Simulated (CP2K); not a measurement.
# CH2BNTe (SMILES B1N=C[Te]1): GFN2-xTB

Aim: the energy difference between two shapes of CH2BNTe at GFN2-xTB, from 2 runs. 

Program for the calculation: CP2K 2026.2.

3 further runs of the same task are left out: 1 that didn't finish, 2 set aside as unsound or not needed.

### Step 1. The system as given

CH2BNTe: 6 atoms, total charge 0, spin state singlet. As SMILES, `B1N=C[Te]1`. The shape comes from GFN2-xTB, which is rough for such elements, and wasn't checked as a minimum.

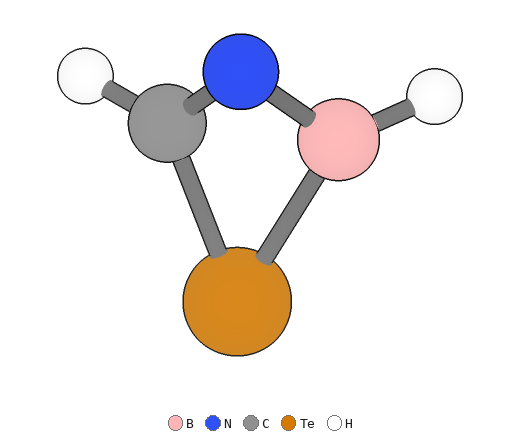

Viewed from a chosen angle; boron pink, nitrogen blue, carbon grey, tellurium orange, hydrogen white.

### Step 2. Energy and forces at GFN2-xTB

molecule.pdb reads:

```
HETATM    1 B    MOL A   1      -0.288   0.628  -0.654  1.00  0.00           B
HETATM    2 N    MOL A   1       1.050   0.299  -0.277  1.00  0.00           N
HETATM    3 C    MOL A   1       0.484  -0.566   0.482  1.00  0.00           C
HETATM    4 Te   MOL A   1      -1.390  -1.233  -0.292  1.00  0.00          TE
HETATM    5 H    MOL A   1      -0.710   1.704  -0.719  1.00  0.00           H
HETATM    6 H    MOL A   1       0.855  -0.832   1.460  1.00  0.00           H
END
```

gas.inp reads:

```
&GLOBAL
  PROJECT_NAME gas
  RUN_TYPE ENERGY_FORCE
  PRINT_LEVEL MEDIUM
&END GLOBAL

&FORCE_EVAL
  METHOD QS
  &DFT
    CHARGE 0
    MULTIPLICITY 1
    ! Quickstep
    &QS
      METHOD XTB
      EPS_DEFAULT 1.0E-10
      &XTB
        GFN_TYPE TBLITE
        &TBLITE
          METHOD GFN2
        &END TBLITE
        CHECK_ATOMIC_CHARGES F
      &END XTB
    &END QS
    &POISSON
      PERIODIC NONE
      POISSON_SOLVER ANALYTIC
    &END POISSON
    ! self-consistent field
    &SCF
      SCF_GUESS ATOMIC
      EPS_SCF 1.0E-07
      MAX_SCF 150
      ADDED_MOS 2
      &DIAGONALIZATION
        ALGORITHM STANDARD
      &END DIAGONALIZATION
      &MIXING
        METHOD DIRECT_P_MIXING
        ALPHA 0.4
      &END MIXING
      &SMEAR ON
        METHOD FERMI_DIRAC
        ELECTRONIC_TEMPERATURE [K] 300
      &END SMEAR
    &END SCF
    ! extra output
    &PRINT
      &MOMENTS
        PERIODIC F
        REFERENCE COM
        MAX_MOMENT 1
      &END MOMENTS
      &MO ON
        ENERGIES T
        OCCUPATION_NUMBERS T
        NDIGITS 6
        &EACH
          QS_SCF 0
        &END EACH
        ADD_LAST NUMERIC
      &END MO
      &HIRSHFELD OFF
      &END HIRSHFELD
    &END PRINT
  &END DFT
  ! atoms, cell and kinds
  &SUBSYS
    ! box in angstrom
    &CELL
      ABC [angstrom] 10.4 10.9 10.2
      PERIODIC NONE
    &END CELL
    &TOPOLOGY
      COORD_FILE_NAME molecule.pdb
      COORD_FILE_FORMAT PDB
      CONN_FILE_FORMAT OFF
      &CENTER_COORDINATES
      &END CENTER_COORDINATES
    &END TOPOLOGY
  &END SUBSYS
  ! extra output
  &PRINT
    &FORCES ON
    &END FORCES
  &END PRINT
&END FORCE_EVAL
```

Command:

```console
$ OMP_NUM_THREADS=1 cp2k.psmp -i gas.inp > gas.out 2>&1
```

The program printed, shortened:

```text
CP2K| version string:                                       CP2K version 2026.2
[...]
 GLOBAL| Method name                                                        CP2K
[...]
 GLOBAL| Run type                                                   ENERGY_FORCE
[...]
                             - Atoms:                                          6
[...]
                             - Spherical basis functions:                     23
[...]
 Number of electrons:                                                         20
[...]
  *** SCF run converged in    21 steps ***
[...]
  Fermi energy:                                                -0.30899525931645
[...]
 TB_DIPOLE| Moment [Debye]         -1.39129067      -0.50092938       0.18446861
 TB_DIPOLE| Derivative [a.u.]       0.00000000       0.00000000       0.00000000
[...]
 ENERGY| Total FORCE_EVAL ( QS ) energy [hartree]            -10.335452517924516
 FORCES| Atomic forces [hartree/bohr]
 FORCES|   Atom     x               y               z               |f|
 FORCES|      1  1.84201335E-04 -4.26469614E-04  2.17830529E-05   4.65060173E-04
 FORCES|      2 -8.96392658E-05 -2.49038029E-04  1.67409441E-04   3.13178956E-04
 FORCES|      3 -3.12236248E-05  3.41414940E-04 -8.59639017E-04   9.25482748E-04
 FORCES|      4 -4.83313510E-05  4.74025047E-05 -4.09770314E-05   7.91330148E-05
 FORCES|      5 -2.21949318E-04  3.77025292E-04  3.42012069E-05   4.38838573E-04
 FORCES|      6  2.06942225E-04 -9.03350945E-05  6.77222348E-04   7.13873674E-04
 FORCES| Sum    -1.52628561E-16  3.81774690E-17  3.03576608E-18
 FORCES| Total atomic force                                       1.57360137E-16
[...]
```

Run time: 0.28 s. Hardware: 1 thread of Arm Neoverse V1, shared host.

### Step 3. The distorted shape, same level

molecule.pdb reads:

```
HETATM    1 B    MOL A   1      -0.237   0.632  -0.568  1.00  0.00           B
HETATM    2 N    MOL A   1       1.011   0.283  -0.199  1.00  0.00           N
HETATM    3 C    MOL A   1       0.423  -0.600   0.492  1.00  0.00           C
HETATM    4 Te   MOL A   1      -1.333  -1.291  -0.317  1.00  0.00          TE
HETATM    5 H    MOL A   1      -0.610   1.658  -0.726  1.00  0.00           H
HETATM    6 H    MOL A   1       0.873  -0.823   1.458  1.00  0.00           H
END
```

mol.inp reads:

```
&GLOBAL
 PROJECT mol
 RUN_TYPE ENERGY_FORCE
 PRINT_LEVEL MEDIUM
&END GLOBAL
&FORCE_EVAL
 METHOD QUICKSTEP
 &DFT
  &QS
   METHOD XTB
   EPS_DEFAULT 1.0E-10
   &XTB
    GFN_TYPE TBLITE
    &TBLITE
     METHOD GFN2
    &END TBLITE
    CHECK_ATOMIC_CHARGES F
   &END XTB
  &END QS
  &POISSON
   PERIODIC NONE
   POISSON_SOLVER ANALYTIC
  &END POISSON
  ! SCF settings
  &SCF
   SCF_GUESS ATOMIC
   EPS_SCF 1.0E-07
   MAX_SCF 150
   ADDED_MOS 2
   &DIAGONALIZATION
    ALGORITHM STANDARD
   &END DIAGONALIZATION
   &MIXING
    METHOD DIRECT_P_MIXING
    ALPHA 0.4
   &END MIXING
   &SMEAR ON
    METHOD FERMI_DIRAC
    ELECTRONIC_TEMPERATURE [K] 300
   &END SMEAR
  &END SCF
  &PRINT
   &MOMENTS
    PERIODIC F
    REFERENCE COM
    MAX_MOMENT 1
   &END MOMENTS
   &MO ON
    ENERGIES T
    OCCUPATION_NUMBERS T
    NDIGITS 6
    &EACH
     QS_SCF 0
    &END EACH
    ADD_LAST NUMERIC
   &END MO
   &HIRSHFELD OFF
   &END HIRSHFELD
  &END PRINT
 &END DFT
 ! structure
 &SUBSYS
  &CELL
   ABC 10.3 10.9 10.2
   PERIODIC NONE
  &END CELL
  &TOPOLOGY
   COORD_FILE_NAME molecule.pdb
   COORD_FILE_FORMAT PDB
   CONN_FILE_FORMAT OFF
   &CENTER_COORDINATES
   &END CENTER_COORDINATES
  &END TOPOLOGY
 &END SUBSYS
 ! extra output
 &PRINT
  &FORCES ON
  &END FORCES
 &END PRINT
&END FORCE_EVAL
```

Command:

```console
$ OMP_NUM_THREADS=1 cp2k.psmp mol.inp > mol.out
```

The program printed, shortened:

```text
CP2K| version string:                                       CP2K version 2026.2
[...]
 GLOBAL| Method name                                                        CP2K
[...]
 GLOBAL| Run type                                                   ENERGY_FORCE
[...]
                             - Atoms:                                          6
[...]
                             - Spherical basis functions:                     23
[...]
 Number of electrons:                                                         20
[...]
  *** SCF run converged in    21 steps ***
[...]
  Fermi energy:                                                -0.30567655469737
[...]
 TB_DIPOLE| Moment [Debye]         -1.42411537      -0.41118646       0.15104704
 TB_DIPOLE| Derivative [a.u.]       0.00000000       0.00000000       0.00000000
[...]
 ENERGY| Total FORCE_EVAL ( QS ) energy [hartree]            -10.326112019204700
 FORCES| Atomic forces [hartree/bohr]
 FORCES|   Atom     x               y               z               |f|
 FORCES|      1 -3.50309478E-02 -9.19866596E-03 -1.74190305E-02   4.01896179E-02
 FORCES|      2  6.69929704E-02  1.43439603E-02 -1.29672381E-02   6.97277316E-02
 FORCES|      3  1.00668656E-02 -2.33507295E-02  3.50993728E-02   4.33424079E-02
 FORCES|      4 -1.75442927E-02 -7.25742516E-03 -4.93879423E-03   1.96179538E-02
 FORCES|      5 -1.58550051E-02  2.99825520E-02 -2.26790221E-03   3.39923225E-02
 FORCES|      6 -8.62959048E-03 -4.51969171E-03  2.49359226E-03   1.00556177E-02
 FORCES| Sum    -2.23779328E-16  1.48318857E-16 -2.38524478E-17
 FORCES| Total atomic force                                       2.69526642E-16
[...]
```

Run time: 0.28 s. Hardware: 1 thread of Arm Neoverse V1, shared host.

### Step 4. Summary of results

Level: GFN2-xTB.

| quantity | value |
| --- | --- |
| first shape: total energy | -10.33545 Eh |
| first shape: dipole moment (from atomic charges alone) | 1.49 D |
| first shape: HOMO energy | -9.93 eV |
| first shape: LUMO energy | -7.51 eV |
| first shape: HOMO–LUMO gap | 2.42 eV |
| first shape: largest force on an atom | 0.048 eV/Å |
| distorted shape: total energy | -10.32611 Eh |
| distorted shape: dipole moment (from atomic charges alone) | 1.49 D |
| distorted shape: HOMO energy | -9.89 eV |
| distorted shape: LUMO energy | -7.42 eV |
| distorted shape: HOMO–LUMO gap | 2.47 eV |
| distorted shape: largest force on an atom | 3.586 eV/Å |
| energy change with the atoms displaced | 0.254 eV |

What this shows: With the atoms displaced the energy rises by 0.25 eV (5.9 kcal/mol). The dipole (first shape) comes from point charges on the atoms alone, without atomic dipoles, so it is partial. The dipole (distorted shape) comes from point charges on the atoms alone, without atomic dipoles, so it is partial.
